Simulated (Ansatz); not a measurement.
**One shape, several levels: triplet CH6OSeSi**

Aim: a comparison of 6 runs (U-revPBE/6-31G*, UBHLYP/6-31G*, UPBE/6-31G*, USVWN5/6-31G*, UCCSD/6-31G*, UCCSD(T)/6-31G*) of triplet CH6OSeSi. 

The calculation is run with Ansatz 0.2.0.

80 further runs of the same task are left out: 80 set aside as unsound or not needed.

## 1. The system as given

CH6OSeSi has 10 atoms, charge 0, and is taken as a triplet. As SMILES of the parent species, `CO[SiH2][SeH]`. The coordinates come from a PBE0-D4/def2-TZVP relaxation. This is one conformer, not always the lowest. That shape belongs to the parent species and isn't relaxed for this state.

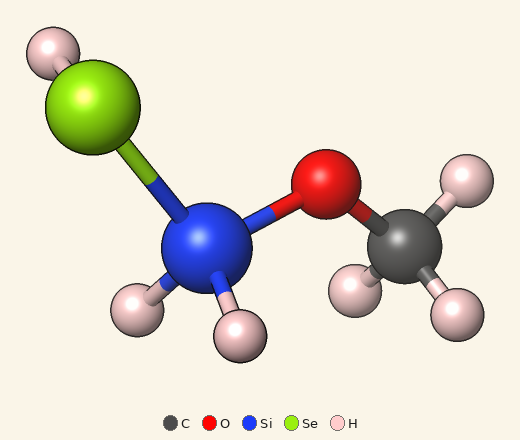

Viewed from a chosen angle; carbon dark grey, oxygen red, silicon blue, selenium green, hydrogen pink.

## 2. The energy at U-revPBE/6-31G(d) (spherical functions) (run 1)

molecule.yaml

```yaml
crystal:
  periodic: [false, false, false]
  atoms:
    - symbol: C
      position_ang: [0.459500, 1.568200, 0.455800]
    - symbol: O
      position_ang: [0.708400, 0.213600, 0.148800]
    - symbol: Si
      position_ang: [-0.400300, -0.737700, -0.594100]
    - symbol: Se
      position_ang: [0.296800, -2.888700, -0.578100]
    - symbol: H
      position_ang: [0.431100, 2.182900, -0.450600]
    - symbol: H
      position_ang: [-0.487800, 1.693400, 0.993300]
    - symbol: H
      position_ang: [1.269800, 1.926000, 1.092500]
    - symbol: H
      position_ang: [-1.706900, -0.591200, 0.101000]
    - symbol: H
      position_ang: [-0.551900, -0.390800, -2.031500]
    - symbol: H
      position_ang: [0.064400, -3.026800, 0.865800]
basis:
  gaussian:
    orbitals: 6-31G_st_-spherical.json
magnetization:
  spin_polarized: true
  initial_magnetization: 2
hamiltonian:
  xc: {name: revPBE}
accuracy: high
output:
  orbitals: {seedname: orbitals}
```

The basis set 6-31G* is read from a file made from the Basis Set Exchange's data (not shown).

Launch:

```sh
$ ansatz run molecule.yaml --threads 1 --pin off --max-ram 2610MiB --events-out events.jsonl --progress --plain --runs-dir runs
```

Standard output:

```text
Warning: RAYON_NUM_THREADS=1 ignored (pool sized by the plan → 1); use --threads N
Functional definition: revPBE
  name "revPBE"
  parameter kappa = 1.245
  parameter beta = 0.06672455060314922
  exchange = pbe_x(kappa = kappa, mu = beta*pi^2/3)
  correlation = pbe_c(beta = beta)
1991 factors; integrals over basis functions are off by at most 1.1e-8 eV
mean field evaluation 1: about -76377.9517 eV, gradient 4.4e1 eV
mean field evaluation 2: about -76206.9804 eV, gradient 1.5e2 eV
mean field evaluation 4: about -76376.7236 eV, gradient 4.0e1 eV
mean field evaluation 8: about -76388.0428 eV, gradient 1.0e0 eV
mean field evaluation 16: about -76388.0386 eV, gradient 7.1e-3 eV
mean field evaluation 32: about -76388.0386 eV, gradient 4.0e-8 eV
mean field evaluation 64: about -76386.3697 eV, gradient 5.6e0 eV
mean field -76388.03855586 eV, -2807.2086392558 hartree, gradient 4.0e-8 eV, S^2 2.002867; 10 other end points of the search recorded, 0 dependent functions left out
reference -76388.03856022 eV, -2807.2086394160 hartree; 35, 33 occupied and 55, 57 virtual orbitals, 1991 factors
Total energy: -76388.03856022 eV, -2807.2086394160 hartree
```

Run time: 27 s. Hardware: 1 thread of Arm Neoverse V2, shared host; peak memory 0.31 GiB.

## 3. A single-point energy at UBHLYP/6-31G(d) (spherical functions) (run 2)

input.yaml

```yaml
crystal:
  periodic: [false, false, false]
  atoms:
    - symbol: C
      position_ang: [0.459500, 1.568200, 0.455800]
    - symbol: O
      position_ang: [0.708400, 0.213600, 0.148800]
    - symbol: Si
      position_ang: [-0.400300, -0.737700, -0.594100]
    - symbol: Se
      position_ang: [0.296800, -2.888700, -0.578100]
    - symbol: H
      position_ang: [0.431100, 2.182900, -0.450600]
    - symbol: H
      position_ang: [-0.487800, 1.693400, 0.993300]
    - symbol: H
      position_ang: [1.269800, 1.926000, 1.092500]
    - symbol: H
      position_ang: [-1.706900, -0.591200, 0.101000]
    - symbol: H
      position_ang: [-0.551900, -0.390800, -2.031500]
    - symbol: H
      position_ang: [0.064400, -3.026800, 0.865800]
basis:
  gaussian:
    orbitals: 6-31G_st_-spherical.json
accuracy: high
hamiltonian:
  xc: {name: BHLYP}
output: {orbitals: {seedname: orbitals}}
magnetization:
  spin_polarized: true
  initial_magnetization: 2
```

The basis set 6-31G* is read from a file made from the Basis Set Exchange's data (not shown).

Launch:

```sh
$ ansatz run input.yaml --threads 1 --pin off --max-ram 2610MiB --events-out events.jsonl --progress --plain --runs-dir runs
```

Standard output:

```text
Warning: RAYON_NUM_THREADS=1 ignored (pool sized by the plan → 1); use --threads N
Functional definition: BHLYP
  name "BHLYP"
  parameter a = 0.5
  exchange = (1 - a)*b88_x + a*exact_x
  correlation = lyp_c
1991 factors; integrals over basis functions are off by at most 1.1e-8 eV
mean field evaluation 1: about -76387.4259 eV, gradient 3.3e1 eV
mean field evaluation 2: about -76366.0800 eV, gradient 7.1e1 eV
mean field evaluation 4: about -76393.5199 eV, gradient 3.7e0 eV
mean field evaluation 8: about -76393.9440 eV, gradient 5.9e-1 eV
mean field evaluation 16: about -76393.9887 eV, gradient 4.3e-2 eV
mean field evaluation 32: about -76393.9891 eV, gradient 7.8e-5 eV
mean field -76393.98912957 eV, -2807.4273188061 hartree, gradient 8.9e-8 eV, S^2 2.007692; 4 other end points of the search recorded, 0 dependent functions left out
reference -76393.98915706 eV, -2807.4273198163 hartree; 35, 33 occupied and 55, 57 virtual orbitals, 1991 factors
Total energy: -76393.98915706 eV, -2807.4273198163 hartree
```

Run time: 36 s. Hardware: 1 thread of Arm Neoverse V2, shared host; peak memory 0.52 GiB.

Runs 3 to 5 aren't shown in full; the table further down has their settings and results.

## 4. The energy at UCCSD(T)/6-31G(d) (spherical functions) (run 6)

input.yaml, as its differences from that of step 3:

```diff
@@ -26,6 +26,5 @@
     orbitals: 6-31G_st_-spherical.json
+scf:
+  omitted_lower_state_checks: [cluster_reference, increment]
 accuracy: high
-hamiltonian:
-  xc: {name: BHLYP}
-output: {orbitals: {seedname: orbitals}}
 magnetization:
@@ -33 +32,4 @@
   initial_magnetization: 2
+correlation:
+  method: ccsd_t
+  frozen_orbitals: {C: 1, H: 0, O: 1, Se: 9, Si: 5}
```

The basis set 6-31G* is read from a file made from the Basis Set Exchange's data (not shown).

Launch:

```sh
$ ansatz run input.yaml --threads 1 --pin off --max-ram 2610MiB --events-out events.jsonl --progress --plain --runs-dir runs
```

Standard output, shortened:

```text
Warning: RAYON_NUM_THREADS=1 ignored (pool sized by the plan → 1); use --threads N
Functional definition: HF
  name "HF"
[...]
1991 factors; integrals over basis functions are off by at most 1.1e-8 eV
[...]
mean field -76315.25659023 eV, -2804.5339513523 hartree, gradient 3.4e-8 eV, S^2 2.018566; 7 other end points of the search recorded, 0 dependent functions left out
16 core orbitals not correlated: weight in the atoms' cores, before any rotation towards them, 1.000 or more for the frozen orbitals, at most 0.000 for the correlated occupied ones
reference -76315.25659023 eV, -2804.5339513523 hartree; 19, 17 occupied and 55, 57 virtual orbitals, 1991 factors
second order -16.72875052 eV of doubles, -0.00000000 eV of singles
cycle   1  -17.15157844 eV  change   -4.2e-1 eV  update   9.5e-2
[...]
cycle  38  -17.74547861 eV  change   5.4e-10 eV  update   3.5e-9
perturbative correction -0.38620559 eV, -0.0141927936 hartree
Total energy: -76333.38827443 eV, -2805.2002784564 hartree
Checks for a lower state left out: cluster_reference, increment
```

It took 2.6 min on 1 thread of Arm Neoverse V2, shared host; peak memory 0.96 GiB.

## 5. The series

```tsv
run	level	frozen core orbitals	energy (Eh)	HOMO energy (eV)	⟨S²⟩	wall time
1	U-revPBE/6-31G* (spherical functions)	–	-2807.208639	-0.78	2.003	27 s
2	UBHLYP/6-31G* (spherical functions)	–	-2807.427320	-2.43	2.008	36 s
3	UPBE/6-31G* (spherical functions)	–	-2806.851260	-0.82	2.003	29 s
4	USVWN5/6-31G* (spherical functions)	–	-2801.988173	-0.82	2.001	22 s
5	UCCSD/6-31G* (spherical functions)	16	-2805.186086	–	2.019	1.9 min
6	UCCSD(T)/6-31G* (spherical functions)	16	-2805.200278	–	2.019	2.6 min
```

## 6. What came out

| quantity | value |
| --- | --- |
| run 6: total energy | -2805.20028 Eh |
| run 6: correlation energy (16 core orbitals frozen) | -666.3 mEh |
| run 6: (T) correction | -14.19 mEh |
| run 6: ⟨S²⟩ of the reference determinant | 2.019 |
| run 6: T1 diagnostic | 0.014 |

Totals of different functionals can't be ranked against each other. All runs together took 6.4 min, the longest 2.6 min.
